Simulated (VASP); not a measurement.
# GW on Si

How does the gap of Si change from the starting functional to GW? The cell has space group Fd-3m, a computed entry that need not be the common form of this compound. The start is a computed cell from the Materials Project.

Main program and level: VASP 6.6.1; PBE; plane waves and PAW (Si_GW), in the first sound run; inputs show where later runs differ.

## Step 1: The structure

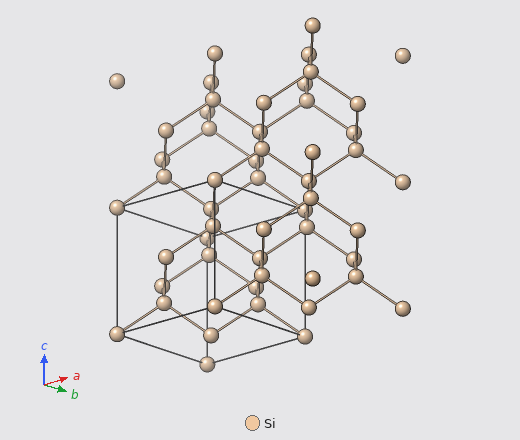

Start, viewed from a free direction; silicon light orange. 2×1×2 cells are drawn. This picture shows the conventional cell, with its axes. Bonds to atoms that aren't drawn are left out. Some periodic images of atoms are drawn too.

Structure file:

```xyz
2
Lattice="0.0000 2.7219 2.7219 2.7219 0.0000 2.7219 2.7219 2.7219 0.0000" Properties=species:S:1:pos:R:3 pbc="T T T"
Si    2.7219    2.7219    2.7219
Si    4.0828    4.0828    4.0828
```

## Step 2: Ground state

The orbitals come from a self-consistent PBE run with a tight EDIFF and a narrow smearing. KPOINTS_OPT adds the bands along a path, which shows whether the mesh holds the band edges.

Contents of INCAR:

```
SYSTEM = Si
PREC = Accurate
ENCUT = 300
EDIFF = 1E-08
NELM = 100
ISMEAR = 0
SIGMA = 0.01
LREAL = .FALSE.
ALGO = Normal
GGA = PE
NBANDS = 10
LORBIT = 11
LWAVE = .TRUE.
LCHARG = .FALSE.
KPAR = 4
```

Contents of POSCAR:

```
Si
1.0
    0.0000000000      2.7218511865      2.7218511865
    2.7218511865      0.0000000000      2.7218511865
    2.7218511865      2.7218511865      0.0000000000
Si
2
Direct
    0.5000000000      0.5000000000      0.5000000000
    0.7500000000      0.7500000000      0.7500000000
```

Contents of KPOINTS:

```
Automatic mesh
0
Gamma
6 6 6
0 0 0
```

Contents of KPOINTS_OPT:

```
Line mode
12
Line-mode
Reciprocal
  0.00000000   0.00000000   0.00000000 GAMMA
  0.50000000   0.00000000   0.50000000 X

  0.50000000   0.00000000   0.50000000 X
  0.50000000   0.25000000   0.75000000 W

  0.50000000   0.25000000   0.75000000 W
  0.37500000   0.37500000   0.75000000 K

  0.37500000   0.37500000   0.75000000 K
  0.00000000   0.00000000   0.00000000 GAMMA

  0.00000000   0.00000000   0.00000000 GAMMA
  0.50000000   0.50000000   0.50000000 L

  0.50000000   0.50000000   0.50000000 L
  0.62500000   0.25000000   0.62500000 U

  0.62500000   0.25000000   0.62500000 U
  0.50000000   0.25000000   0.75000000 W

  0.50000000   0.25000000   0.75000000 W
  0.50000000   0.50000000   0.50000000 L

  0.50000000   0.50000000   0.50000000 L
  0.37500000   0.37500000   0.75000000 K

  0.62500000   0.25000000   0.62500000 U
  0.50000000   0.00000000   0.50000000 X
```

PAW data sets: Si_GW (PBE family, release 64).

Launch:

```sh
mpirun -np 4 vasp_std
```

What it wrote:

```text
[banner, memory and clock lines left out]
running    4 mpi-ranks, on    1 nodes
 distrk:  each k-point on    1 cores,    4 groups
 distr:  one band on    1 cores,    1 groups

 POSCAR found type information on POSCAR Si
 POSCAR found :  1 types and       2 ions
 LDA part: xc-table for (Slater+PW92), standard interpolation
 POSCAR, INCAR and KPOINTS ok, starting setup
 FFT: planning ... GRIDC
 FFT: planning ... GRID_SOFT
 FFT: planning ... GRID
 WAVECAR not read
 entering main loop
       N       E                     dE             d eps       ncg     rms          rms(c)
DAV:   1    -0.226952895905E+00   -0.22695E+00   -0.24175E+03   442   0.428E+02
DAV:   2    -0.107437425627E+02   -0.10517E+02   -0.99857E+01   472   0.688E+01
DAV:   3    -0.109948634775E+02   -0.25112E+00   -0.25051E+00   464   0.102E+01
DAV:   4    -0.110001598017E+02   -0.52963E-02   -0.52936E-02   466   0.161E+00
DAV:   5    -0.110002207518E+02   -0.60950E-04   -0.60943E-04   496   0.168E-01    0.302E+00
DAV:   6    -0.108747725389E+02    0.12545E+00   -0.71001E-02   422   0.116E+00    0.180E+00
DAV:   7    -0.108154531722E+02    0.59319E-01   -0.13239E-01   400   0.167E+00    0.149E-01
DAV:   8    -0.108168775689E+02   -0.14244E-02   -0.51700E-03   378   0.447E-01    0.270E-02
DAV:   9    -0.108169918844E+02   -0.11432E-03   -0.19521E-04   464   0.971E-02    0.164E-02
DAV:  10    -0.108170153827E+02   -0.23498E-04   -0.29749E-05   384   0.351E-02    0.144E-03
DAV:  11    -0.108170151809E+02    0.20176E-06   -0.78293E-07   464   0.624E-03    0.528E-04
DAV:  12    -0.108170150852E+02    0.95667E-07   -0.65135E-08   392   0.181E-03    0.124E-04
DAV:  13    -0.108170150400E+02    0.45223E-07   -0.40873E-09   310   0.385E-04    0.260E-05
DAV:  14    -0.108170150549E+02   -0.14884E-07   -0.31049E-10   218   0.182E-04    0.722E-06
DAV:  15    -0.108170150605E+02   -0.55940E-08   -0.79234E-11   196   0.869E-05
   1 F= -.10817015E+02 E0= -.10817015E+02  d E =-.790692E-51
 Start KPOINTS_OPT (optional k-point list driver)
k-point batch [1-16\120]
       N       E                     dE             ncg
DAV:   1     0.323288187924E+03   -0.20261E+04      420
DAV:   2     0.107828942324E+03   -0.21546E+03      508
DAV:   3     0.103294881449E+03   -0.45341E+01      490
DAV:   4     0.103235316355E+03   -0.59565E-01      472
DAV:   5     0.103234529329E+03   -0.78703E-03      476
DAV:   6     0.103234517879E+03   -0.11450E-04      458
DAV:   7     0.103234517766E+03   -0.11369E-06      460
DAV:   8     0.103234517764E+03   -0.20903E-08      456
[...]
k-point batch [113-120\120]
       N       E                     dE             ncg
DAV:   1     0.204312108945E+04   -0.18156E+04      232
DAV:   2     0.197202311609E+04   -0.71098E+02      248
DAV:   3     0.197101650052E+04   -0.10066E+01      246
DAV:   4     0.197100646386E+04   -0.10037E-01      252
DAV:   5     0.197100636455E+04   -0.99307E-04      244
DAV:   6     0.197100636343E+04   -0.11199E-05      244
DAV:   7     0.197100636343E+04   -0.16894E-09      234
 writing wavefunctions
```

Run time: 2.8 s. Hardware: 4 MPI ranks of Intel Xeon 6975P-C (Granite Rapids), shared host; peak memory 0.49 GiB.

The logs omit lines about the potential files and the build; timing stands in the text.

OUTCAR, selected parts (step 2):

```text
ion  position               nearest neighbor table
   1  0.500  0.500  0.500-   2 2.36   2 2.36   2 2.36   2 2.36
   2  0.750  0.750  0.750-   1 2.36   1 2.36   1 2.36   1 2.36

  LATTYP: Found a face centered cubic cell.
 ALAT       =     5.4437023730

 Subroutine GETGRP returns: Found 48 space group operations
 (whereof 24 operations were pure point group operations)

The static configuration has the point symmetry T_d .
 The point group associated with its full space group is O_h .

 Found     16 irreducible k-points:

   k-points           NKPTS =     16   k-points in BZ     NKDIM =     16   number of bands    NBANDS=     10

   dimension x,y,z NGX =    24 NGY =   24 NGZ =   24
   dimension x,y,z NGXF=    48 NGYF=   48 NGZF=   48

   ENCUT  =  300.0 eV  22.05 Ry    4.70 a.u.   5.44  5.44  5.44*2*pi/ulx,y,z

   NELECT =       8.0000    total number of electrons

 k-points in reciprocal lattice and weights: Automatic mesh
   0.00000000  0.00000000  0.00000000       0.005
   0.16666667  0.00000000  0.00000000       0.037
   0.33333333  0.00000000  0.00000000       0.037
   0.50000000  0.00000000  0.00000000       0.019
   0.16666667  0.16666667  0.00000000       0.028
   0.33333333  0.16666667  0.00000000       0.111
   0.50000000  0.16666667  0.00000000       0.111
  -0.33333333  0.16666667  0.00000000       0.111
  -0.16666667  0.16666667  0.00000000       0.056
[...]
-0.33333333  0.33333333  0.16666667       0.111
  -0.33333333  0.50000000  0.16666667       0.056

 average (electrostatic) potential at core
       1 -67.1107       2 -67.1107

 E-fermi :   5.5045

 k-point     1 :       0.0000    0.0000    0.0000
  band No.  band energies     occupation
      1      -6.5126      2.00000
      2       5.4005      2.00000
      3       5.4005      2.00000
      4       5.4005      2.00000
      5       7.9605      0.00000
      6       7.9605      0.00000
      7       7.9605      0.00000
      8       8.6807      0.00000
      9      13.1332      0.00000
    ...

 k-point     2 :       0.1667    0.0000    0.0000
  band No.  band energies     occupation
      1      -6.1534      2.00000
      2       3.0244      2.00000
      3       4.9533      2.00000
      4       4.9533      2.00000
      5       7.7287      0.00000
      6       8.6058      0.00000
      7       8.6058      0.00000
      8      10.7917      0.00000
      9      12.5030      0.00000
    ...

 k-point     3 :       0.3333    0.0000    0.0000
  band No.  band energies     occupation
      1      -5.1449      2.00000
      2       0.0863      2.00000
      3       4.4056      2.00000
      4       4.4056      2.00000
      5       7.1380      0.00000
      6       8.9091      0.00000
      7       8.9091      0.00000
      8      13.2415      0.00000
      9      13.3921      0.00000
    ...

  Total        0.3249131      0.3249131      0.3249131      0.0000000      0.0000000      0.0000000
  in kB       12.9078743     12.9078743     12.9078743      0.0000000      0.0000000      0.0000000
  external PRESSURE =      12.9078743 kB  Pullay stress =       0.0000000 kB

  energy-cutoff  :      300.00
  volume of cell :       40.33
      direct lattice vectors                 reciprocal lattice vectors
     0.000000000  2.721851186  2.721851186    -0.183698507  0.183698507  0.183698507
     2.721851186  0.000000000  2.721851186     0.183698507 -0.183698507  0.183698507
     2.721851186  2.721851186  0.000000000     0.183698507  0.183698507 -0.183698507

 POSITION                                       TOTAL-FORCE (eV/Angst)
 -----------------------------------------------------------------------------------
      2.72185      2.72185      2.72185        -0.000000     -0.000000     -0.000000
      4.08278      4.08278      4.08278         0.000000      0.000000      0.000000
 -----------------------------------------------------------------------------------
    total drift:                                0.000000      0.000000      0.000000

  FREE ENERGIE OF THE ION-ELECTRON SYSTEM (eV)
  ---------------------------------------------------
  free  energy   TOTEN  =       -10.8170150605 eV

  energy  without entropy=      -10.8170150605  energy(sigma->0) =      -10.81701506

 total charge
# of ion       s       p       d       tot
------------------------------------------
    1        0.736   0.929   0.061   1.726
    2        0.736   0.929   0.061   1.726
--------------------------------------------------
tot          1.472   1.859   0.122   3.452

[... 3 further parts left out ...]
```

Numbers from this step:

```
free energy (TOTEN)               : -10.82 eV
Fermi energy                      : 5.505 eV
pressure                          : 1.291 GPa
least gap on mesh and path        : 0.5874 eV
least direct gap on mesh and path : 2.560 eV
```

The highest empty bands on the path are converged less tightly, to about 0.1 eV. The electronic bands at the labelled points (eV, zero at the valence-band top; v1 is the highest filled band, c1 the lowest empty one):

```tsv
point	v4	v3	v2	v1	c1	c2	c3	c4
Γ	-11.91	0.00	0.00	0.00	2.56	2.56	2.56	3.28
X	-7.79	-7.79	-2.83	-2.83	0.72	0.72	10.05	10.05
W	-7.63	-7.63	-3.82	-3.82	4.28	4.28	4.98	4.98
K	-8.21	-7.21	-4.27	-2.41	1.22	4.13	7.45	7.99
Γ	-11.91	0.00	0.00	0.00	2.56	2.56	2.56	3.28
L	-9.60	-6.94	-1.19	-1.19	1.51	3.35	3.35	7.72
U	-8.21	-7.21	-4.27	-2.41	1.22	4.13	7.45	7.99
W	-7.63	-7.63	-3.82	-3.82	4.28	4.28	4.98	4.98
L	-9.60	-6.94	-1.19	-1.19	1.51	3.35	3.35	7.72
K	-8.21	-7.21	-4.27	-2.41	1.22	4.13	7.45	7.99
jump to U	-8.21	-7.21	-4.27	-2.41	1.22	4.13	7.45	7.99
X	-7.79	-7.79	-2.83	-2.83	0.72	0.72	10.05	10.05
```

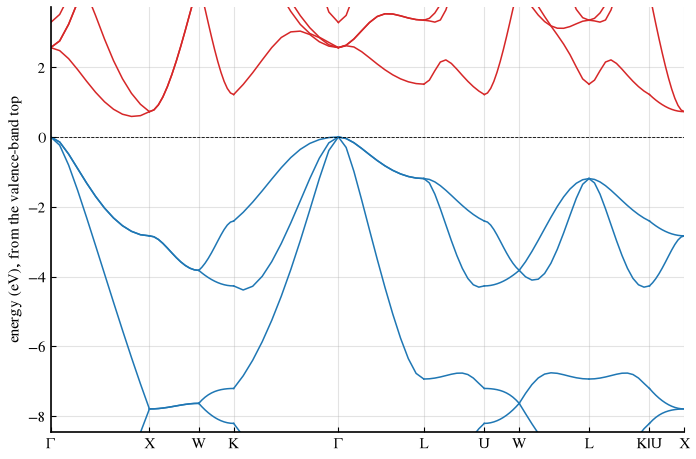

Electronic bands along the path; lines of filled and empty bands in two colours.

The cell has a gap of 0.587 eV on mesh and path.

## Step 3: Empty bands, functional PBE

The next step needs empty bands that the ground-state run didn't converge, so the Hamiltonian is diagonalised exactly for NBANDS bands, in a single step. LOPTICS writes the k-derivatives of the orbitals (WAVEDER), which give the long-wavelength limit of the screening.

Contents of INCAR:

```
SYSTEM = Si
PREC = Accurate
ENCUT = 300
ISMEAR = 0
SIGMA = 0.01
LREAL = .FALSE.
GGA = PE
NBANDS = 224
ALGO = Exact
NELM = 1
LWAVE = .TRUE.
LCHARG = .FALSE.
LOPTICS = .TRUE.
NEDOS = 1000
CSHIFT = 0.1
```

POSCAR is that of step 2.

KPOINTS is that of step 2.

Launch:

```sh
mpirun -np 4 vasp_std
```

What it wrote:

```text
[banner, memory and clock lines left out]
running    4 mpi-ranks, on    1 nodes
 distrk:  each k-point on    4 cores,    1 groups
 distr:  one band on    1 cores,    4 groups

 POSCAR found type information on POSCAR Si
 POSCAR found :  1 types and       2 ions
 LDA part: xc-table for (Slater+PW92), standard interpolation
 found WAVECAR, reading the header
  number of bands has changed, file:    10 present:   224
  trying to continue reading WAVECAR, but it might fail
 POSCAR, INCAR and KPOINTS ok, starting setup
 FFT: planning ... GRIDC
 FFT: planning ... GRID_SOFT
 FFT: planning ... GRID
 reading WAVECAR
 random initialization beyond band           10
 the WAVECAR file was read successfully
 initial charge from wavefunction
 entering main loop
       N       E                     dE             d eps       ncg     rms          rms(c)
DIA:   1    -0.108170150603E+02   -0.10817E+02    0.00000E+00     0   0.000E+00
   1 F= -.10817015E+02 E0= -.10817015E+02  d E =-.192606E-63
 writing wavefunctions
 optical routines
 imaginary and real dielectric function
 recalculating local potential from charge density
 direction            1
 direction            2
 direction            3
```

Run time: 2.6 s. Hardware: 4 MPI ranks; peak memory 0.54 GiB; 8.1 s of CPU time.

From OUTCAR (step 3):

```text
 Found     16 irreducible k-points:

   k-points           NKPTS =     16   k-points in BZ     NKDIM =     16   number of bands    NBANDS=    224

   NELECT =       8.0000    total number of electrons

 E-fermi :   5.5176

  Total        0.3249078      0.3249078      0.3249078     -0.0000000      0.0000000      0.0000000
  in kB       12.9076640     12.9076640     12.9076640     -0.0000000      0.0000000      0.0000000
  external PRESSURE =      12.9076640 kB  Pullay stress =       0.0000000 kB

 POSITION                                       TOTAL-FORCE (eV/Angst)
 -----------------------------------------------------------------------------------
      2.72185      2.72185      2.72185         0.000000      0.000000      0.000000
      4.08278      4.08278      4.08278        -0.000000     -0.000000     -0.000000
 -----------------------------------------------------------------------------------
    total drift:                                0.000000      0.000000      0.000000

  FREE ENERGIE OF THE ION-ELECTRON SYSTEM (eV)
  ---------------------------------------------------
  free  energy   TOTEN  =       -10.8170150603 eV

  energy  without entropy=      -10.8170150603  energy(sigma->0) =      -10.81701506

 plasma frequency squared (from intraband transitions) (eV^2)
  --------------------------------------------------------------------------------------
       0.000      -0.000       0.000
      -0.000       0.000       0.000
       0.000       0.000       0.000

[... 15 parts as in an earlier step ...]
```

WAVECAR now holds 224 bands for 8 electrons. Its independent-particle dielectric tensor has xx, yy, zz = 17.0, 17.0, 17.0 on this mesh, which isn't tested for convergence in mesh or bands and lacks local fields.

(Part 1 of 4 ends here.)

[Lines on the potential files, build, host, timing and source positions are cut from VASP's logs without a mark.]

[Logs are printed without paths, hosts, clocks, repeated set-up lines and the standing remarks that a program may print on its own settings, such as how far it seeks lower states.]

[Hosts, paths, dates, database ids (printed as entryN), source tags and the programs' standing remarks are cut or masked in the printed files.]

[Pressures printed for these runs are not shown converged in the cutoff: they can be off by several GPa and have the wrong sign.]
